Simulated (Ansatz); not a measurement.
**B3LYP/6-31G(d) (Cartesian functions) run of C2H2S (SMILES C#CS)**

What is the vertical electron affinity of C2H2S at B3LYP/6-31G* (Cartesian functions)? 

Program for the calculation: Ansatz 0.2.0.

48 further runs of the same task are left out: 48 set aside as unsound or not needed.

## 1. Starting point

The species is C2H2S (5 atoms), meant as a singlet with charge 0. As SMILES, `C#CS`. Geometry: relaxed at PBE0-D4/def2-TZVP.

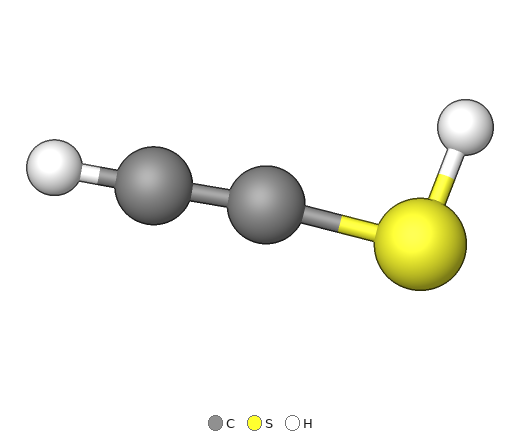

Viewed from a chosen angle; carbon grey, sulfur yellow, hydrogen white.

## 2. The energy at B3LYP/6-31G(d) (Cartesian functions)

The input, run.yaml:

```yaml
crystal:
  periodic: [false, false, false]
  atoms:
    - {symbol: C, position_ang: [-1.196800, -0.342000, 0.001900]}
    - {symbol: C, position_ang: [0.000700, -0.223700, 0.026100]}
    - {symbol: S, position_ang: [1.678900, -0.197600, 0.083400]}
    - {symbol: H, position_ang: [-2.256800, -0.433400, -0.021800]}
    - {symbol: H, position_ang: [1.823900, 1.123100, -0.131000]}
basis:
  gaussian: {orbitals: "6-31G*"}
magnetization: {spin_polarized: false}
hamiltonian: {xc: {name: B3LYP}}
accuracy: high
output: {orbitals: {seedname: orbitals}}
```

On the command line:

```bash
$ ansatz run run.yaml --threads 1 --pin off --max-ram 3480MiB --events-out events.jsonl --progress --plain --runs-dir runs
```

The log of the run:

```text
Warning: RAYON_NUM_THREADS=1 ignored (pool sized by the plan → 1); use --threads N
Functional definition: B3LYP
  name "B3LYP"
  parameter a0 = 0.2
  parameter ax = 0.72
  parameter ac = 0.81
  exchange = (1 - a0 - ax)*slater_x + ax*b88_x + a0*exact_x
  correlation = (1 - ac)*vwn_rpa_c + ac*lyp_c
1035 factors; integrals over basis functions are off by at most 3.7e-9 eV
mean field evaluation 1: about -12935.5556 eV, gradient 3.8e1 eV
mean field evaluation 2: about -12933.1553 eV, gradient 4.7e1 eV
mean field evaluation 4: about -12939.3409 eV, gradient 5.5e0 eV
mean field evaluation 8: about -12939.4071 eV, gradient 3.5e-2 eV
mean field evaluation 16: about -12939.4071 eV, gradient 5.8e-7 eV
mean field -12939.40711402 eV, -475.5144407951 hartree, gradient 4.5e-8 eV, S^2 0.000000; 0 other end points of the search recorded, 0 dependent functions left out
reference -12939.40714386 eV, -475.5144418918 hartree; 15, 15 occupied and 38, 38 virtual orbitals, 1035 factors
Total energy: -12939.40714386 eV, -475.5144418918 hartree
```

Run time: 2.3 s. Hardware: 1 thread of Arm Neoverse V1, shared host; peak memory 0.13 GiB.

## 3. The doublet anion

The input, job.yaml:

```yaml
crystal:
  periodic: [false, false, false]
  atoms:
    - {symbol: C, position_ang: [-1.196800, -0.342000, 0.001900]}
    - {symbol: C, position_ang: [0.000700, -0.223700, 0.026100]}
    - {symbol: S, position_ang: [1.678900, -0.197600, 0.083400]}
    - {symbol: H, position_ang: [-2.256800, -0.433400, -0.021800]}
    - {symbol: H, position_ang: [1.823900, 1.123100, -0.131000]}
basis:
  gaussian: {orbitals: "6-31G*"}
total_charge: -1
magnetization: {spin_polarized: true, initial_magnetization: 1}
hamiltonian: {xc: {name: B3LYP}}
accuracy: high
output: {orbitals: {seedname: orbitals}}
```

On the command line:

```bash
$ ansatz run job.yaml --threads 1 --pin off --max-ram 3480MiB --events-out events.jsonl --progress --plain --runs-dir runs
```

The log of the run, shortened:

```text
Warning: RAYON_NUM_THREADS=1 ignored (pool sized by the plan → 1); use --threads N
[... 7 set-up lines as earlier in the session ...]
1035 factors; integrals over basis functions are off by at most 3.7e-9 eV
mean field evaluation 1: about -12934.0758 eV, gradient 2.4e1 eV
mean field evaluation 2: about -12926.2975 eV, gradient 4.2e1 eV
mean field evaluation 4: about -12936.9090 eV, gradient 3.6e0 eV
mean field evaluation 8: about -12937.0904 eV, gradient 1.7e-1 eV
mean field evaluation 16: about -12937.0908 eV, gradient 4.6e-4 eV
mean field evaluation 32: about -12937.0908 eV, gradient 1.9e-8 eV
mean field -12937.09080463 eV, -475.4293179951 hartree, gradient 1.9e-8 eV, S^2 0.754795; 0 other end points of the search recorded, 0 dependent functions left out
reference -12937.09083546 eV, -475.4293191281 hartree; 16, 15 occupied and 37, 38 virtual orbitals, 1035 factors
Total energy: -12937.09083546 eV, -475.4293191281 hartree
```

It took 6.3 s on 1 thread of Arm Neoverse V1, shared host; peak memory 0.18 GiB.

## 4. Outcome

Level: B3LYP/6-31G* (Cartesian functions).

| quantity | value |
| --- | --- |
| singlet C2H2S: total energy | -475.51444 Eh |
| singlet C2H2S: HOMO energy | -6.46 eV |
| singlet C2H2S: LUMO energy | -0.08 eV |
| singlet C2H2S: HOMO–LUMO gap | 6.38 eV |
| doublet anion: total energy | -475.42932 Eh |
| doublet anion: HOMO energy (highest over α and β) | 4.73 eV |
| doublet anion: LUMO energy (lowest over α and β) | 7.04 eV |
| doublet anion: ⟨S²⟩ | 0.755 |
| vertical electron affinity (to the doublet anion) | -2.316 eV |

**Reading.** The anion lies 2.32 eV (53 kcal/mol) above the neutral: the electron isn't bound at this level, and such a value depends on the basis. Without diffuse functions anions come out too high. The HOMO (doublet anion) lies at positive energy, 4.73 eV; only total energies tell whether the electron is bound.
